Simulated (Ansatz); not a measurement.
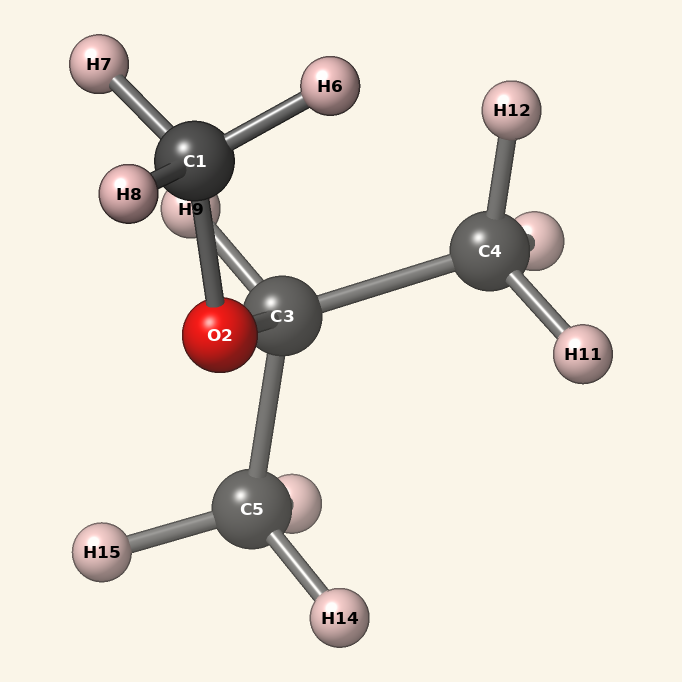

C3 lies behind O2. The molecule seen a little off the O2–C3 bond, O2 in front. Distant atoms are faded towards the background colour. Computed geometry: PBE0-D4/def2-TZVP optimisation. No frequency run is at hand to confirm it as a minimum.

Q: What is the torsion angle C1–O2–C3–C4? The sign is positive where the front bond must turn clockwise to cover the back bond.

A: 72°, synclinal (gauche).
